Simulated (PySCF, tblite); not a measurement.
# C18H12N2S2: electronic excitations, NMR shifts

Aim: compute the electronic excitations, NMR shifts of C18H12N2S2 (`c1cnc(-c2ccc(-c3ccc(-c4cccs4)s3)cc2)nc1`).

Programs: tblite 0.8.0 and PySCF 2.14.0, with routines of our own; each step states its level. All values are computed. Atoms count from 0.

## 1. The starting structure

34 atoms, charge 0, multiplicity 1; geometry from: force field, distance geometry or constructed start.

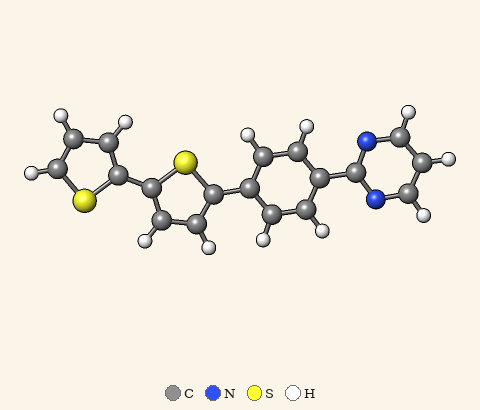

The starting geometry (carbon grey, nitrogen blue, sulfur yellow, hydrogen white).

## 2. Optimising the geometry with GFN2-xTB

What the job is given:

```
{"job": {"kind": "relax", "xc": "GFN2-xTB", "basis": "xTB"}, "charge": 0, "multiplicity": 1}
C      7.053700     0.163400    -1.163200
C      6.592100     0.080900     0.124900
N      5.296300     0.044800     0.464200
C      4.405800     0.110500    -0.560500
C      2.966100     0.072700    -0.219900
C      2.512600    -0.015500     1.100400
C      1.147700    -0.043900     1.414700
C      0.165000     0.013700     0.422800
C     -1.274800    -0.025500     0.785100
C     -1.860700    -0.110600     2.041800
C     -3.286800    -0.119400     2.004000
C     -3.796200    -0.040200     0.724300
C     -5.187800    -0.020900     0.315600
C     -5.692500     0.057700    -0.978600
C     -7.122800     0.055300    -1.016500
C     -7.670000    -0.035100     0.247300
S     -6.470100    -0.103800     1.455600
S     -2.512500     0.042300    -0.412500
C      0.608900     0.101600    -0.902800
C      1.981400     0.131300    -1.215800
N      4.752800     0.196500    -1.853500
C      6.072200     0.221700    -2.126800
H      8.105100     0.193400    -1.397100
H      7.282800     0.025200     0.966300
H      3.236900    -0.059400     1.919800
H      0.874500    -0.116200     2.471400
H     -1.296200    -0.163800     2.963500
H     -3.897900    -0.180500     2.898500
H     -5.077700     0.121000    -1.866700
H     -7.708900     0.105200    -1.920300
H     -8.712200    -0.060300     0.506400
H     -0.091000     0.149300    -1.736500
H      2.266300     0.200300    -2.268600
H      6.329700     0.288900    -3.176400
```

Run with:

```bash
> OMP_NUM_THREADS=1 python large_run.py task.json out
```

This one command runs all jobs of the session in turn.

The program printed:

```text
step      E/eV     max force
  0   -1550.07905    1.746
  1   -1550.21858    0.765
  2   -1550.24706    0.251
  3   -1550.26248    0.249
  4   -1550.28303    0.357
  5   -1550.29815    0.254
  6   -1550.31310    0.246
  7   -1550.32622    0.220
  8   -1550.33881    0.217
  9   -1550.34902    0.215
 10   -1550.35700    0.202
 11   -1550.36298    0.176
 12   -1550.36775    0.134
 13   -1550.37194    0.125
 14   -1550.37585    0.127
 15   -1550.37908    0.122
 16   -1550.38111    0.083
 17   -1550.38180    0.056
 18   -1550.38276    0.052
 19   -1550.38315    0.058
 20   -1550.38367    0.041
 21   -1550.38398    0.039
 22   -1550.38431    0.030
 23   -1550.38450    0.022
 24   -1550.38462    0.026
 25   -1550.38469    0.028
 26   -1550.38476    0.021
 27   -1550.38481    0.017
```

It took 0.84 s on 1 thread of Intel Xeon 6975P-C, shared host; peak memory 0.18 GiB.

The steps of the relaxation:

| step | energy from step 0 (eV) | largest force (eV/Å) |
| --- | --- | --- |
| 0 | 0.0000 | 1.7463 |
| 1 | -0.1395 | 0.7654 |
| 2 | -0.1680 | 0.2506 |
| 3 | -0.1834 | 0.2486 |
| 4 | -0.2040 | 0.3565 |
| 5 | -0.2191 | 0.2542 |
| 6 | -0.2341 | 0.2459 |
| 7 | -0.2472 | 0.2196 |
| 8 | -0.2598 | 0.2171 |
| 9 | -0.2700 | 0.2147 |
| 10 | -0.2779 | 0.2021 |
| 12 | -0.2887 | 0.1339 |
| 13 | -0.2929 | 0.1250 |
| 14 | -0.2968 | 0.1263 |
| 16 | -0.3021 | 0.0834 |
| 17 | -0.3028 | 0.0557 |
| 18 | -0.3037 | 0.0522 |
| 20 | -0.3046 | 0.0408 |
| 21 | -0.3049 | 0.0391 |
| 23 | -0.3054 | 0.0220 |
| 24 | -0.3056 | 0.0255 |
| 25 | -0.3056 | 0.0283 |
| 26 | -0.3057 | 0.0205 |
| 27 | -0.3058 | 0.0170 |

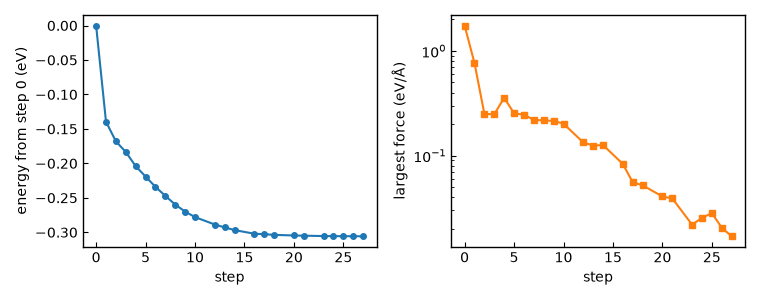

Energy and force, step by step.

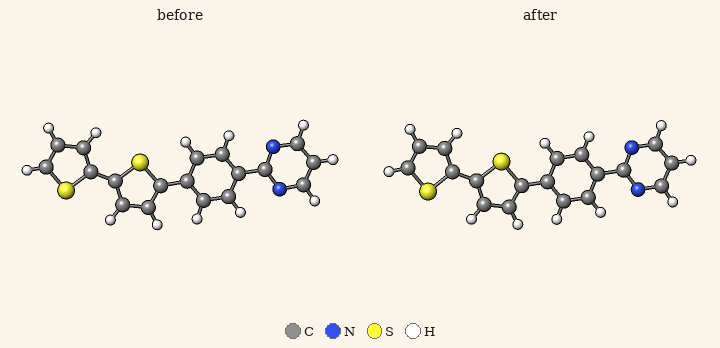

Before and after, at one scale.

Close pairs (by a distance rule), those that changed most:

| bond | before (Å) | after (Å) | change (Å) |
| --- | --- | --- | --- |
| C7–C8 | 1.485 | 1.444 | -0.041 |
| C18–C19 | 1.408 | 1.376 | -0.032 |
| N20–C21 | 1.348 | 1.318 | -0.029 |
| C9–C10 | 1.427 | 1.398 | -0.028 |
| C12–S16 | 1.718 | 1.744 | +0.026 |
| C5–C6 | 1.401 | 1.376 | -0.025 |
| N2–C3 | 1.359 | 1.334 | -0.025 |
| C11–C12 | 1.451 | 1.426 | -0.024 |

The next job starts from the end point, and lists it.

## 3. Infrared spectrum with GFN2-xTB

What the job is given:

```
{"job": {"kind": "ir", "xc": "GFN2-xTB", "basis": "xTB"}, "charge": 0, "multiplicity": 1}
C      6.945577     0.163826    -1.138943
C      6.488109     0.074640     0.168668
N      5.204916     0.045568     0.468415
C      4.333532     0.105294    -0.540498
C      2.910578     0.073391    -0.212620
C      2.493727    -0.015351     1.116447
C      1.154573    -0.046011     1.430831
C      0.178753     0.011036     0.426928
C     -1.227396    -0.021201     0.754254
C     -1.820977    -0.105958     1.991158
C     -3.218632    -0.113891     1.951488
C     -3.728012    -0.035151     0.677949
C     -5.098574    -0.019597     0.283564
C     -5.630300     0.059137    -0.978187
C     -7.037324     0.049827    -0.986615
C     -7.570770    -0.034898     0.260101
S     -6.363766    -0.106234     1.480491
S     -2.446051     0.050375    -0.492916
C      0.606318     0.100375    -0.903147
C      1.945554     0.131088    -1.219453
N      4.675366     0.191852    -1.827166
C      5.961163     0.220451    -2.116078
H      7.995137     0.187616    -1.379732
H      7.169975     0.024613     1.009095
H      3.242352    -0.059493     1.891620
H      0.857140    -0.114900     2.465229
H     -1.269799    -0.161465     2.911926
H     -3.845230    -0.175263     2.824272
H     -5.023248     0.120930    -1.863763
H     -7.629435     0.104426    -1.882456
H     -8.603798    -0.060502     0.544589
H     -0.133729     0.145320    -1.689812
H      2.270394     0.199949    -2.245678
H      6.205808     0.290897    -3.169139
```

The program printed:

```text
mode    cm-1     km/mol
  1       7.3      0.02
  2      23.3      0.11
  3      43.7      0.02
  4      45.4      0.17
  5      49.0      1.58
  6      63.4      0.01
  7     101.7      0.75
  8     114.5      2.86
  9     151.6      0.16
 10     168.7      1.19
 11     184.6      0.38
 12     245.4      1.25
 13     295.3      1.29
 14     317.4      0.03
 15     342.3      1.92
 16     355.9      0.02
 17     364.4      0.05
 18     387.6      1.16
 19     404.1      1.10
 20     439.4      1.30
 21     455.2      0.13
 22     470.7      0.17
 23     502.2      0.03
 24     526.3      0.63
 25     551.8      0.71
 26     568.1      0.20
 27     588.6      3.06
 28     600.4      2.01
 29     616.1      6.37
 30     653.1      0.74
 31     682.8      1.05
 32     692.5      2.75
 33     721.2      7.17
 34     729.9     18.71
 35     734.7     15.99
 36     755.5     32.01
 37     774.0      5.78
 38     782.7     21.41
 39     794.4     11.71
 40     807.5      8.63
 41     825.4      3.81
 42     839.3      6.03
 43     839.5     43.70
 44     849.1      0.64
 45     861.3      0.03
 46     867.9     17.21
 47     913.3      0.07
 48     918.9      0.29
 49     926.5      0.14
 50     932.0      0.05
 51     941.0      1.68
 52    1007.0      1.72
 53    1019.1      6.24
 54    1073.0      0.74
 55    1077.5      3.47
 56    1089.4      0.27
 57    1099.1      0.78
 58    1110.1      0.37
 59    1121.7      1.61
 60    1130.7      2.69
 61    1171.8     11.76
 62    1183.2     13.37
 63    1195.5     19.58
 64    1212.3      0.62
 65    1218.8     35.14
 66    1246.5      6.76
 67    1251.5     24.75
 68    1269.1      7.59
 69    1312.3     46.93
 70    1325.9      6.80
 71    1334.4      4.91
 72    1365.2      8.24
 73    1389.8    387.70
 74    1397.3      3.99
 75    1415.5      8.26
 76    1440.9     84.06
 77    1447.0     65.86
 78    1480.7      7.00
 79    1524.7      5.51
 80    1531.9     81.25
 81    1557.7     25.32
 82    1563.6     39.88
 83    1564.9    315.11
 84    1592.7     10.37
 85    3039.1     58.70
 86    3041.8     46.43
 87    3074.6     29.11
 88    3098.3     10.17
 89    3108.9      8.12
 90    3109.8     46.13
 91    3111.1     12.68
 92    3122.6     19.44
 93    3127.2     26.64
 94    3136.3     12.40
 95    3139.9     16.83
 96    3165.0      5.94
```

Wall time 5.1 s (1 thread of Intel Xeon 6975P-C, shared host); peak memory 0.18 GiB.

The strongest bands and the atoms that carry them (share of the mass-weighted mode):

| cm⁻¹ | km/mol | atoms |
| --- | --- | --- |
| 1312 | 46.9 | C3 14 %, C4 11 %, H23 10 % |
| 1390 | 387.7 | C3 31 %, N20 13 %, N2 12 % |
| 1441 | 84.1 | C9 21 %, C10 19 %, C8 19 %, C11 16 % |
| 1447 | 65.9 | C14 31 %, C12 20 %, C15 20 %, C13 13 % |
| 1532 | 81.2 | C0 26 %, C3 18 % |
| 1565 | 315.1 | C1 22 %, C21 22 %, N20 11 %, N2 11 % |
| 3039 | 58.7 | H23 54 %, H33 39 % |
| 3042 | 46.4 | H33 54 %, H23 38 % |

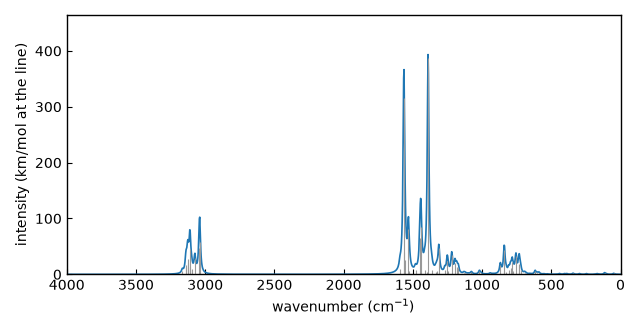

The infrared spectrum from these modes, unscaled. Lines are broadened to a width of 14 cm⁻¹ (Lorentzian).

## 4. Electronic excitations: TDA PBE0/6-31G*

Settings changed since step 3:

```diff
@@ -1,2 +1,2 @@
-{"job": {"kind": "ir", "xc": "GFN2-xTB", "basis": "xTB"}, "charge": 0, "multiplicity": 1}
+{"job": {"kind": "uv", "basis": "6-31G*", "grid": 1, "kgrid": 0, "vcut": 1.5, "nstates": 6, "ntriplets": 2, "tda": true, "delta": ["ip_vertical"], "pop": true, "xc": "PBE0"}, "charge": 0, "multiplicity": 1}
 C      6.945577     0.163826    -1.138943
```

Level: TDA PBE0/6-31G*, vertical, gas phase, core orbitals frozen in the response, virtual orbitals cut by energy.

The program printed:

```text
start: PBE on a coarse grid of 30919 points
cycle   1  E = -1597.7072016404  dE =  3.956e+00  |g| = 8.508e-01  |ddm| = 7.092e+00
cycle   2  E = -1597.3892277643  dE =  3.180e-01  |g| = 1.355e+00  |ddm| = 2.803e+00
cycle   3  E = -1597.8851158154  dE = -4.959e-01  |g| = 2.821e-01  |ddm| = 2.036e+00
cycle   4  E = -1597.9081636702  dE = -2.305e-02  |g| = 9.223e-02  |ddm| = 4.796e-01
cycle   5  E = -1597.9101530496  dE = -1.989e-03  |g| = 3.942e-02  |ddm| = 1.476e-01
cycle   6  E = -1597.9104909014  dE = -3.379e-04  |g| = 1.818e-02  |ddm| = 5.990e-02
cycle   7  E = -1597.9105722631  dE = -8.136e-05  |g| = 7.809e-03  |ddm| = 2.922e-02
final grid: 134928 points
cycle   8  E = -1597.7657281359  dE = -1.013e-02  |g| = 5.453e-02  |ddm| = 8.484e-01
cycle   9  E = -1597.7654331943  dE =  2.949e-04  |g| = 6.374e-02  |ddm| = 1.474e-01
cycle  10  E = -1597.7665435779  dE = -1.110e-03  |g| = 1.423e-02  |ddm| = 9.097e-02
cycle  11  E = -1597.7665905667  dE = -4.699e-05  |g| = 5.513e-03  |ddm| = 2.196e-02
cycle  12  E = -1597.7666008818  dE = -1.032e-05  |g| = 1.723e-03  |ddm| = 8.317e-03
cycle  13  E = -1597.7666001228  dE =  7.589e-07  |g| = 7.221e-04  |ddm| = 2.895e-03
cycle  14  E = -1597.7665997857  dE =  3.372e-07  |g| = 3.006e-04  |ddm| = 1.093e-03
cycle  15  E = -1597.7665982352  dE =  1.550e-06  |g| = 6.610e-05  |ddm| = 4.207e-04
converged SCF energy = -1597.7665982352
Vertical ionisation energy (delta-SCF) = 6.6454 eV   <S^2> = 0.772

Static polarisability (au): isotropic 291.648, principal 79.256 221.685 574.003

Singlet excitations
state   eV       nm        f      main configurations
  1   3.3295    372.4   1.68291   H->L 0.97
  2   4.0111    309.1   0.00791   H->L+1 0.76, H->L+2 0.17
  3   4.0488    306.2   0.00000   H-2->L 0.81, H-2->L+2 0.11
  4   4.1042    302.1   0.11027   H->L+2 0.64, H-1->L 0.19, H->L+1 0.11
  5   4.4145    280.9   0.00653   H-2->L+1 0.63, H-2->L+2 0.35
  6   4.4903    276.1   0.00555   H-3->L 0.46, H->L+3 0.21, H-4->L 0.15

Triplet excitations (Tamm-Dancoff, eV): 2.0965 3.0161
```

Wall time 58 s (1 thread of Intel Xeon 6975P-C, shared host); peak memory 0.66 GiB.

Frontier orbitals and where they lie:

| orbital | eV | atoms |
| --- | --- | --- |
| HOMO−4 | -7.25 | S16 28 %, C13 13 %, C14 11 % |
| HOMO−3 | -7.12 | S17 17 %, C19 14 %, C6 12 % |
| HOMO−2 | -6.99 | N20 36 %, N2 36 %, C3 6 % |
| HOMO−1 | -6.80 | C7 12 %, C12 12 %, C15 12 % |
| HOMO | -5.41 | C8 14 %, C11 13 %, C15 11 % |
| LUMO | -1.82 | C11 9 %, C7 8 %, C4 7 % |
| LUMO+1 | -0.86 | C1 25 %, N20 19 %, C21 11 % |
| LUMO+2 | -0.83 | C21 19 %, N2 15 %, C3 8 % |
| LUMO+3 | 0.24 | C6 26 %, C5 20 %, C19 16 % |

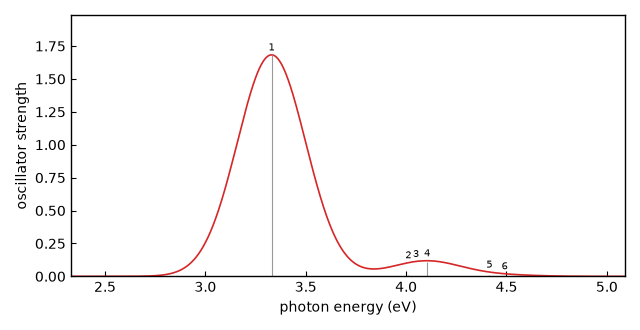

Absorption spectrum from the 6 singlet states computed; above the last one it falls off for lack of states. Lines are broadened to a width of 0.40 eV (Gaussian).

Further results of this job:

| property | computed |
| --- | --- |
| dipole moment (D) | 1.06 |
| polarisability (Å³) | 43.22 |
| HOMO–LUMO gap (eV) | 3.59 |
| −ε(HOMO) (eV) | 5.41 |

## 5. NMR shifts: GIAO KT3/pcSseg-1

Settings changed since step 4:

```diff
@@ -1,2 +1,2 @@
-{"job": {"kind": "uv", "basis": "6-31G*", "grid": 1, "kgrid": 0, "vcut": 1.5, "nstates": 6, "ntriplets": 2, "tda": true, "delta": ["ip_vertical"], "pop": true, "xc": "PBE0"}, "charge": 0, "multiplicity": 1}
+{"job": {"kind": "nmr", "xc": "KT3", "basis": "pcSseg-1", "pop": false}, "charge": 0, "multiplicity": 1}
 C      6.945577     0.163826    -1.138943
```

Level: GIAO KT3/pcSseg-1 NMR shielding, non-relativistic, gas phase.

The program printed:

```text
start: PBE on a coarse grid of 30919 points
cycle   1  E = -1597.2052526648  dE =  3.912e+00  |g| = 8.452e-01  |ddm| = 6.935e+00
cycle   2  E = -1596.8612151647  dE =  3.440e-01  |g| = 1.400e+00  |ddm| = 2.844e+00
cycle   3  E = -1597.3744524875  dE = -5.132e-01  |g| = 2.781e-01  |ddm| = 2.041e+00
cycle   4  E = -1597.3955042254  dE = -2.105e-02  |g| = 9.446e-02  |ddm| = 4.690e-01
cycle   5  E = -1597.3975362597  dE = -2.032e-03  |g| = 4.000e-02  |ddm| = 1.594e-01
cycle   6  E = -1597.3978678143  dE = -3.316e-04  |g| = 1.742e-02  |ddm| = 5.702e-02
cycle   7  E = -1597.3979397738  dE = -7.196e-05  |g| = 8.152e-03  |ddm| = 2.809e-02
final grid: 283581 points
cycle   8  E = -1617.7048495331  dE = -5.559e-02  |g| = 1.932e-01  |ddm| = 1.163e+00
cycle   9  E = -1617.6986127039  dE =  6.237e-03  |g| = 2.032e-01  |ddm| = 3.736e-01
cycle  10  E = -1617.7051195739  dE = -6.507e-03  |g| = 1.056e-01  |ddm| = 3.619e-01
cycle  11  E = -1617.7080868196  dE = -2.967e-03  |g| = 2.615e-02  |ddm| = 1.404e-01
cycle  12  E = -1617.7082742165  dE = -1.874e-04  |g| = 5.988e-03  |ddm| = 3.433e-02
cycle  13  E = -1617.7082821910  dE = -7.975e-06  |g| = 1.648e-03  |ddm| = 1.024e-02
cycle  14  E = -1617.7082821522  dE =  3.884e-08  |g| = 9.686e-04  |ddm| = 2.906e-03
cycle  15  E = -1617.7082853001  dE = -3.148e-06  |g| = 3.439e-04  |ddm| = 1.481e-03
cycle  16  E = -1617.7082835724  dE =  1.728e-06  |g| = 1.051e-04  |ddm| = 5.356e-04
cycle  17  E = -1617.7082824281  dE =  1.144e-06  |g| = 4.026e-05  |ddm| = 2.036e-04
converged SCF energy = -1617.7082824281

GIAO shielding tensors (ppm)
atom      isotropic    diamagn.    paramagn.     s11        s22        s33       span
  0 C       72.369     261.833    -189.464    -28.728     74.747    171.089    199.817
  1 C       35.330     244.436    -209.106    -65.480     30.606    140.863    206.343
  2 N      -30.387     334.423    -364.810   -265.873   -108.931    283.642    549.515
  3 C       29.147     243.676    -214.529    -46.842     12.802    121.481    168.323
  4 C       56.151     254.291    -198.139    -21.931     34.286    156.099    178.031
  5 C       61.935     249.310    -187.375    -33.328     43.741    175.391    208.719
  6 C       68.785     252.709    -183.924    -20.142     59.681    166.815    186.957
  7 C       55.551     253.477    -197.927    -24.215     26.388    164.479    188.694
  8 C       45.655     259.521    -213.866     -8.067     43.178    101.852    109.919
  9 C       67.801     248.821    -181.020      3.700     52.472    147.231    143.531
 10 C       66.542     250.222    -183.681      5.229     59.955    134.441    129.212
 11 C       49.541     268.502    -218.961     -6.126     39.008    115.742    121.868
 12 C       49.082     250.418    -201.336     -4.274     34.893    116.626    120.900
 13 C       68.645     246.919    -178.274      5.884     57.832    142.219    136.334
 14 C       63.962     250.903    -186.941     -6.354     53.127    145.114    151.468
 15 C       65.747     271.197    -205.450    -13.093     71.264    139.070    152.163
 16 S      314.261    1058.132    -743.871    184.583    344.540    413.660    229.077
 17 S      327.849    1064.684    -736.835    212.477    365.993    405.077    192.600
 18 C       65.926     256.127    -190.201    -20.546     61.934    156.391    176.936
 19 C       61.479     251.842    -190.363    -33.090     42.862    174.665    207.755
 20 N      -30.355     335.344    -365.699   -265.909   -109.102    283.946    549.855
 21 C       35.296     245.596    -210.300    -65.557     30.552    140.893    206.450
 22 H       25.160      24.650       0.510     23.715     24.587     27.176      3.461
 23 H       23.051      26.670      -3.619     18.887     23.632     26.634      7.747
 24 H       22.902      33.709     -10.807     17.419     23.387     27.901     10.482
 25 H       24.060      36.682     -12.622     18.521     24.049     29.611     11.090
 26 H       24.411      35.192     -10.781     19.768     26.250     27.215      7.448
 27 H       24.561      33.534      -8.973     19.703     25.584     28.397      8.694
 28 H       24.553      33.852      -9.299     19.799     25.175     28.684      8.885
 29 H       24.858      28.029      -3.171     21.742     25.065     27.768      6.026
 30 H       24.969      28.196      -3.228     21.865     24.970     28.072      6.207
 31 H       24.172      35.986     -11.815     17.846     23.374     31.296     13.450
 32 H       22.938      33.974     -11.036     17.454     23.244     28.115     10.660
 33 H       23.049      28.073      -5.024     18.878     23.609     26.660      7.782
```

Wall time 32 s (1 thread of Intel Xeon 6975P-C, shared host); peak memory 0.63 GiB.

The references, computed at this level on geometries of the same kind, shield at (ppm): 1H TMS 31.76, 13C TMS 184.7, 15N NH3 264.3. Their shielding less the atom's gives the shift. The references are single molecules in the gas phase, so shifts against H2O, NH3, PH3, H3PO4 or CFCl3 are not on the usual liquid scales and can be off by tens of ppm. Atoms listed in one row are averaged.

| atoms | environment | σ (ppm) | δ (ppm) |
| --- | --- | --- | --- |
| C3 | substituted aromatic carbon next to a ring nitrogen | 29.1 | 155.5 |
| C1, C21 | aromatic CH next to a ring nitrogen | 35.3 | 149.4 |
| C8 | substituted aromatic carbon next to the ring sulfur | 45.7 | 139.0 |
| C12 | substituted aromatic carbon next to the ring sulfur | 49.1 | 135.6 |
| C11 | substituted aromatic carbon next to the ring sulfur | 49.5 | 135.1 |
| C7 | substituted aromatic carbon | 55.6 | 129.1 |
| C4 | substituted aromatic carbon | 56.2 | 128.5 |
| C5, C19 | aromatic CH | 61.7 | 123.0 |
| C14 | aromatic CH | 64.0 | 120.7 |
| C15 | aromatic CH next to the ring sulfur | 65.7 | 118.9 |
| C10 | aromatic CH | 66.5 | 118.1 |
| C6, C18 | aromatic CH | 67.4 | 117.3 |
| C9 | aromatic CH | 67.8 | 116.9 |
| C13 | aromatic CH | 68.6 | 116.0 |
| C0 | aromatic CH | 72.4 | 112.3 |
| H24, H32 | hydrogen on an aromatic CH | 22.92 | 8.84 |
| H23, H33 | hydrogen on an aromatic CH next to a ring nitrogen | 23.05 | 8.71 |
| H25, H31 | hydrogen on an aromatic CH | 24.12 | 7.64 |
| H26 | hydrogen on an aromatic CH | 24.41 | 7.34 |
| H28 | hydrogen on an aromatic CH | 24.55 | 7.20 |
| H27 | hydrogen on an aromatic CH | 24.56 | 7.19 |
| H29 | hydrogen on an aromatic CH | 24.86 | 6.90 |
| H30 | hydrogen on an aromatic CH next to the ring sulfur | 24.97 | 6.79 |
| H22 | hydrogen on an aromatic CH | 25.16 | 6.60 |
| N2, N20 | pyridine-type ring nitrogen | -30.4 | 294.7 |
| S16 | aromatic ring sulfur | 314 | – |
| S17 | aromatic ring sulfur | 328 | – |

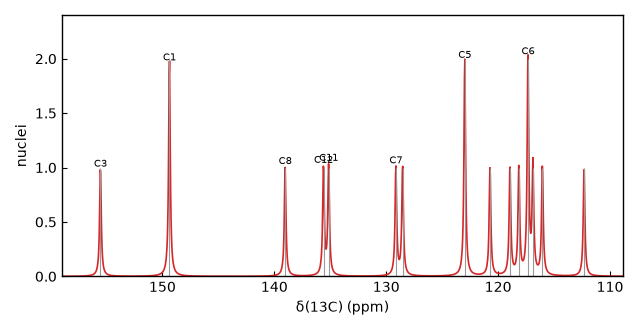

13C lines at the computed shifts, without couplings. Lines are broadened to a width of 0.17 ppm (Lorentzian).

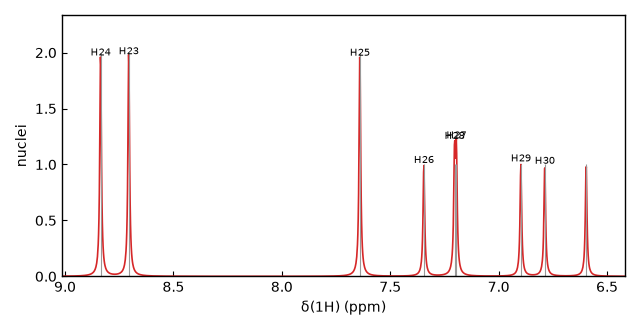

1H lines at the computed shifts, without couplings. Lines are broadened to a width of 0.01 ppm (Lorentzian).

Ring of atoms C0, C1, N2, C3, N20, C21: NICS(0) -3.6, NICS(1) -8.5, NICS(1)zz -20.0 ppm (means of both faces).

Ring of atoms C4, C5, C6, C7, C18, C19: NICS(0) -5.2, NICS(1) -8.2, NICS(1)zz -18.3 ppm (means of both faces).

Ring of atoms C8, C9, C10, C11, S17: NICS(0) -8.3, NICS(1) -7.4, NICS(1)zz -13.7 ppm (means of both faces).

## 6. What came out

| quantity | value |
| --- | --- |
| strongest single infrared mode (GFN2-xTB) | 1390 cm⁻¹, 388 km/mol |
| zero-point energy (GFN2-xTB) | 152.7 kcal/mol |
| lowest singlet (PBE0/6-31G*) | 3.33 eV (372 nm), f = 1.683 |
| lowest triplet | 2.10 eV |
| vertical ionisation energy (ΔSCF) | 6.65 eV |
| 13C shifts against TMS (KT3/pcSseg-1, means over atoms taken as alike) | 155.5, 149.4, 139.0, 135.6, 135.1, 129.1, 128.5, 123.0, 120.7, 118.9, 118.1, 117.3, 116.9, 116.0 ppm and more |
| 1H shifts against TMS (KT3/pcSseg-1, means over atoms taken as alike) | 8.84, 8.71, 7.64, 7.34, 7.20, 7.19, 6.90, 6.79, 6.60 ppm |
| 15N shifts against NH3 (KT3/pcSseg-1, means over atoms taken as alike) | 294.7 ppm |
| shieldings of S (KT3/pcSseg-1) | S16 314.3, S17 327.8 ppm |

What this shows: No mode is imaginary among the 96: a minimum at this level. The strongest single mode, at 1390 cm⁻¹, has its largest shares on C3, N20 and N2 (the list is cut at 3 atoms). GFN2-xTB is a fitted tight-binding method: band positions and strengths are rough. Its intensities can rank the bands wrongly. The lowest singlet, at 3.33 eV, is HOMO→LUMO 0.97 and is bright. The lowest triplet lies 1.23 eV below the lowest singlet. The orbital energy would give 5.41 eV for ionisation, ΔSCF gives 6.65 eV. At KT3/pcSseg-1: The largest span, 550 ppm, is at N2, N20, where the paramagnetic term is -365 ppm. NICS(1)zz of -20 ppm above the planar ring from C0 marks a diatropic (aromatic) ring current. NICS(1)zz of -18 ppm above the planar ring from C4 marks a diatropic (aromatic) ring current.
